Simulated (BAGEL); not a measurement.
**[BH3]− (SMILES [BH3-]) at NEVPT2(7,7)/aug-cc-pVTZ (density fitting with cc-pvqz-jkfit)**

What is the energy change on altering one bond length of [BH3]− at NEVPT2(7,7)/aug-cc-pVTZ (density fitting with cc-pvqz-jkfit)? 

The calculation is run with BAGEL 1.2.2.

3 further runs of the same task are left out: 1 that didn't finish, 2 set aside as unsound or not needed. Runs told in other sessions of the task aren't counted.

## 1. Starting point

[BH3]− has 4 atoms, charge -1, and is taken as a doublet. SMILES: `[BH3-]`. The shape is that of a GFN2-xTB optimisation.

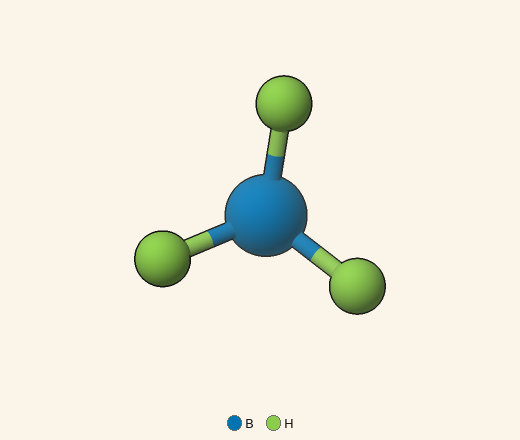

Viewed from a chosen angle; boron blue, hydrogen green.

## 2. A single-point energy at NEVPT2(7,7)/aug-cc-pVTZ (density fitting with cc-pvqz-jkfit)

File job.json:

```json
{ "bagel" : [

{
  "title" : "molecule",
  "basis" : "aug-cc-pvtz.json",
  "df_basis" : "cc-pvqz-jkfit",
  "angstrom" : true,
  "geometry" : [
    { "atom" : "B", "xyz" : [    0.150430,   -0.037330,   -0.233800 ] },
    { "atom" : "H", "xyz" : [    0.917080,    0.452560,    0.628490 ] },
    { "atom" : "H", "xyz" : [   -0.279230,   -1.161080,    0.118390 ] },
    { "atom" : "H", "xyz" : [   -0.788270,    0.745860,   -0.513080 ] }
  ]
},
{ "title" : "hf" },
{ "title" : "casscf", "nstate" : 1, "nact" : 7, "nclosed" : 1, "charge" : -1, "nspin" : 1, "maxiter" : 200, "natocc" : true },
{
  "title" : "nevpt2",
  "nstate" : 1,
  "nact" : 7,
  "nclosed" : 1,
  "charge" : -1,
  "nspin" : 1,
  "maxiter" : 200,
  "natocc" : true,
  "ncore" : 1
},
{ "title" : "print", "file" : "orbitals.molden", "orbitals" : true }

]}
```

The basis set aug-cc-pVTZ is read from a file made from the Basis Set Exchange's data (not shown).

The run is started by

```bash
$ BAGEL_NUM_THREADS=1 BAGEL job.json > job.out
```

The program printed:

```text
* using 1 threads per process

  ===============================================================
  ===============================================================

  *** Geometry ***

  { "atom" : "B", "xyz" : [      0.284272,     -0.070543,     -0.441818 ] },
  { "atom" : "H", "xyz" : [      1.733030,      0.855214,      1.187674 ] },
  { "atom" : "H", "xyz" : [     -0.527668,     -2.194123,      0.223725 ] },
  { "atom" : "H", "xyz" : [     -1.489614,      1.409471,     -0.969581 ] },

  Number of auxiliary basis functions:      259

  Since a DF basis is specified, we compute 2- and 3-index integrals:
    o Being stored without compression. Storage requirement is 0.027 GB

  Number of basis functions:      115
  Number of electrons      :        8

    * METHOD: MOLECULE                             0.08

  *** RHF ***

  === Nuclear Repulsion ===
     7.0973512039

      * DIIS with orbital gradients will be used.

  === RHF iteration (aug-cc-pvtz.json) ===
      0        -26.34325424          0.00932812           0.01
      1        -26.36303160          0.00218896           0.01
      2        -26.36445085          0.00040411           0.02
      3        -26.36448948          0.00006790           0.01
      4        -26.36449060          0.00001464           0.01
      5        -26.36449065          0.00000214           0.01
      6        -26.36449065          0.00000023           0.02
      7        -26.36449065          0.00000005           0.01
      8        -26.36449065          0.00000001           0.01
    * SCF iteration converged.

    * Permanent dipole moment:
           (   -0.172687,     0.042975,     0.268239) a.u.

    * METHOD: HF                                   0.18

  ---------------------------
      CASSCF calculation
  ---------------------------

    * nstate   :      1
    * nclosed  :      1
    * nact     :      7
    * nvirt    :    107
  === CASSCF iteration (aug-cc-pvtz.json) ===

    * Using the second-order algorithm

      0  0       -26.35011714     7.08e-03      0.03

      1  0       -26.36157032     9.92e-04      0.18

      2  0       -26.36499042     9.33e-04      0.25

      3  0       -26.38578974     1.45e-03      0.18

      4  0       -26.40188087     9.37e-04      0.22

      5  0       -26.40710239     5.92e-04      0.25

      6  0       -26.40826939     2.20e-04      0.27

      7  0       -26.40844538     6.82e-05      0.29

      8  0       -26.40846821     2.41e-05      0.27

      9  0       -26.40847130     1.48e-05      0.30

     10  0       -26.40847182     1.10e-05      0.30

     11  0       -26.40847195     7.78e-06      0.29

     12  0       -26.40847199     5.30e-06      0.28

     13  0       -26.40847201     3.53e-06      0.30

     14  0       -26.40847202     2.32e-06      0.29

     15  0       -26.40847202     1.52e-06      0.30

     16  0       -26.40847202     9.88e-07      0.30

     17  0       -26.40847202     6.42e-07      0.30

     18  0       -26.40847202     4.17e-07      0.29

     19  0       -26.40847202     2.71e-07      0.29

     20  0       -26.40847202     1.76e-07      0.28

     21  0       -26.40847202     1.14e-07      0.27

     22  0       -26.40847202     7.42e-08      0.27

     23  0       -26.40847202     4.82e-08      0.25

     24  0       -26.40847202     3.12e-08      0.25

     25  0       -26.40847202     2.03e-08      0.24

     26  0       -26.40847202     1.31e-08      0.23

     27  0       -26.40847202     8.53e-09      0.24

    * Second-order optimization converged. *

     guess   0:   closed 111....              open ...1...

  === FCI iteration ===

      0  0       -26.36113149     7.63e-03      0.00
      1  0       -26.40626721     1.99e-03      0.00
      2  0       -26.40836876     4.42e-04      0.00
      3  0       -26.40846659     8.35e-05      0.00
      4  0       -26.40847167     2.35e-05      0.00
      5  0       -26.40847201     4.28e-06      0.00
      6  0       -26.40847202     8.74e-07      0.00
      7  0       -26.40847202     1.85e-07      0.00
      8  0       -26.40847202     3.50e-08      0.00
      9  0       -26.40847202     7.09e-09      0.00
     10  0       -26.40847202     1.47e-09      0.00
     11  0       -26.40847202     2.86e-10      0.00
     12  0 *     -26.40847202     6.24e-11      0.00

     * ci vector, state   0, <S^2> = 0.7500
       222a...     0.9838175519
       2.2a..2     0.0607761773
       22.a.2.     0.0607169924

    * METHOD: CASSCF                               7.28

    * freezing 1 orbital

  === DF-NEVPT2 calculation ===

    * 3-index integral transformation done
    * assembly done

      NEVPT2 correlation energy:   -0.0865180858      0.07

          (+0)      0.0000000000
          (+0)'     0.0000000000
          (+1)      0.0000000000
          (+1)'     0.0000000000
          (+2)      0.0000000000
          (-1)      0.0000000000
          (-1)'    -0.0266630224
          (-2)     -0.0598550634

      NEVPT2 total energy:        -26.4949901067

    * METHOD: NEVPT2                               1.48

    * METHOD: PRINT                                0.02

  ===============================================================
```

Run time: 9.3 s. Hardware: 1 thread of Arm Neoverse V2, shared host; peak memory 0.22 GiB.

## 3. The distorted shape

File calc.json:

```json
{ "bagel" : [

{
  "title" : "molecule",
  "basis" : "aug-cc-pvtz.json",
  "df_basis" : "cc-pvqz-jkfit",
  "angstrom" : "true",
  "geometry" : [
    { "atom" : "B", "xyz" : [       1.276853,      -0.977144,       0.101331 ] },
    { "atom" : "H", "xyz" : [       2.043503,      -0.487254,       0.963621 ] },
    { "atom" : "H", "xyz" : [       0.847193,      -2.100894,       0.453521 ] },
    { "atom" : "H", "xyz" : [      -0.788270,       0.745860,      -0.513080 ] }
  ]
},

{
  "title" : "hf"
},

{
  "title" : "casscf",
  "nstate" : 1,
  "nact" : 7,
  "nclosed" : 1,
  "charge" : -1,
  "nspin" : 1,
  "maxiter" : 200,
  "natocc" : "true"
},

{
  "title" : "nevpt2",
  "nstate" : 1,
  "nact" : 7,
  "nclosed" : 1,
  "charge" : -1,
  "nspin" : 1,
  "maxiter" : 200,
  "natocc" : "true",
  "ncore" : 1
},

{
  "title" : "print",
  "file" : "orbitals.molden",
  "orbitals" : "true"
}

]}
```

The basis set aug-cc-pVTZ is read from a file made from the Basis Set Exchange's data (not shown).

The run is started by

```bash
$ BAGEL_NUM_THREADS=1 BAGEL calc.json > calc.out
```

The program printed:

```text
* using 1 threads per process

  ===============================================================
  ===============================================================

  *** Geometry ***

  { "atom" : "B", "xyz" : [      2.412902,     -1.846535,      0.191488 ] },
  { "atom" : "H", "xyz" : [      3.861661,     -0.920777,      1.820980 ] },
  { "atom" : "H", "xyz" : [      1.600963,     -3.970114,      0.857030 ] },
  { "atom" : "H", "xyz" : [     -1.489614,      1.409471,     -0.969581 ] },

  Number of auxiliary basis functions:      259

  Since a DF basis is specified, we compute 2- and 3-index integrals:
    o Being stored without compression. Storage requirement is 0.027 GB

  Number of basis functions:      115
  Number of electrons      :        8

    * METHOD: MOLECULE                             0.08

  *** RHF ***

  === Nuclear Repulsion ===
     5.7450464853

      * DIIS with orbital gradients will be used.

  === RHF iteration (aug-cc-pvtz.json) ===
      0        -26.13781548          0.00841211           0.01
      1        -26.16923671          0.00383244           0.02
      2        -26.17377986          0.00106829           0.02
      3        -26.17448545          0.00022636           0.02
      4        -26.17451224          0.00006208           0.02
      5        -26.17451545          0.00003058           0.02
      6        -26.17451665          0.00000851           0.02
      7        -26.17451674          0.00000119           0.02
      8        -26.17451674          0.00000013           0.02
      9        -26.17451674          0.00000002           0.01
     10        -26.17451674          0.00000000           0.02
    * SCF iteration converged.

    * Permanent dipole moment:
           (   -1.072130,     0.884608,    -0.287171) a.u.

    * METHOD: HF                                   0.23

  ---------------------------
      CASSCF calculation
  ---------------------------

    * nstate   :      1
    * nclosed  :      1
    * nact     :      7
    * nvirt    :    107
  === CASSCF iteration (aug-cc-pvtz.json) ===

    * Using the second-order algorithm

      0  0       -26.24054999     8.87e-03      0.04

      1  0       -26.27637037     1.99e-03      0.24

      2  0       -26.28349977     5.64e-04      0.25

      3  0       -26.29743142     1.23e-03      0.22

      4  0       -26.31163465     1.13e-03      0.23

      5  0       -26.31409839     3.79e-04      0.27

      6  0       -26.31428044     1.49e-04      0.29

      7  0       -26.31429986     8.20e-05      0.30

      8  0       -26.31430437     5.09e-05      0.31

      9  0       -26.31430599     3.25e-05      0.34

     10  0       -26.31430665     2.09e-05      0.32

     11  0       -26.31430692     1.35e-05      0.33

     12  0       -26.31430704     8.68e-06      0.32

     13  0       -26.31430708     5.60e-06      0.32

     14  0       -26.31430710     3.61e-06      0.32

     15  0       -26.31430711     2.33e-06      0.33

     16  0       -26.31430712     1.50e-06      0.32

     17  0       -26.31430712     9.69e-07      0.35

     18  0       -26.31430712     6.25e-07      0.34

     19  0       -26.31430712     4.03e-07      0.34

     20  0       -26.31430712     2.60e-07      0.31

     21  0       -26.31430712     1.68e-07      0.30

     22  0       -26.31430712     1.08e-07      0.29

     23  0       -26.31430712     6.98e-08      0.30

     24  0       -26.31430712     4.50e-08      0.28

     25  0       -26.31430712     2.90e-08      0.26

     26  0       -26.31430712     1.87e-08      0.26

     27  0       -26.31430712     1.21e-08      0.24

     28  0       -26.31430712     7.82e-09      0.24

    * Second-order optimization converged. *

     guess   0:   closed 111....              open ...1...

  === FCI iteration ===

      0  0       -26.25340202     7.13e-03      0.00
      1  0       -26.30989546     2.32e-03      0.00
      2  0       -26.31382259     7.76e-04      0.00
      3  0       -26.31426442     1.91e-04      0.00
      4  0       -26.31430043     7.32e-05      0.00
      5  0       -26.31430616     3.02e-05      0.00
      6  0       -26.31430701     1.02e-05      0.00
      7  0       -26.31430710     3.53e-06      0.00
      8  0       -26.31430712     1.19e-06      0.00
      9  0       -26.31430712     5.26e-07      0.00
     10  0       -26.31430712     2.21e-07      0.00
     11  0       -26.31430712     9.73e-08      0.00
     12  0       -26.31430712     2.76e-08      0.00
     13  0       -26.31430712     8.12e-09      0.00
     14  0       -26.31430712     2.04e-09      0.00
     15  0       -26.31430712     4.57e-10      0.00
     16  0       -26.31430712     1.07e-10      0.00
     17  0 *     -26.31430712     2.66e-11      0.00

     * ci vector, state   0, <S^2> = 0.7500
       222a...     0.9613024293
       22.a2..     0.2120257437
       22.2a..    -0.0683893634
       2.2a..2     0.0628786902
       .22a.2.     0.0508853082
       22a.2..    -0.0508370996

    * METHOD: CASSCF                               8.30

    * freezing 1 orbital

  === DF-NEVPT2 calculation ===

    * 3-index integral transformation done
    * assembly done

      NEVPT2 correlation energy:   -0.0716214181      0.07

          (+0)      0.0000000000
          (+0)'     0.0000000000
          (+1)      0.0000000000
          (+1)'     0.0000000000
          (+2)      0.0000000000
          (-1)      0.0000000000
          (-1)'    -0.0213067945
          (-2)     -0.0503146236

      NEVPT2 total energy:        -26.3859285356

    * METHOD: NEVPT2                               1.49

    * METHOD: PRINT                                0.02

  ===============================================================
```

Wall time 11 s (1 thread of Arm Neoverse V2, shared host); peak memory 0.22 GiB.

## 4. What came out

At NEVPT2(7,7)/aug-cc-pVTZ (density fitting with cc-pvqz-jkfit), 1 core orbital frozen:

| quantity | value |
| --- | --- |
| first shape: total energy | -26.49499 Eh |
| distorted shape: total energy | -26.38593 Eh |
| energy change with the B1–H4 bond stretched from 1.254 to 2.759 Å | 2.968 eV |

With the B1–H4 bond stretched from 1.254 to 2.759 Å the energy rises by 2.97 eV (286 kJ/mol). The first shape isn't relaxed at this level, so the change isn't measured from a minimum.
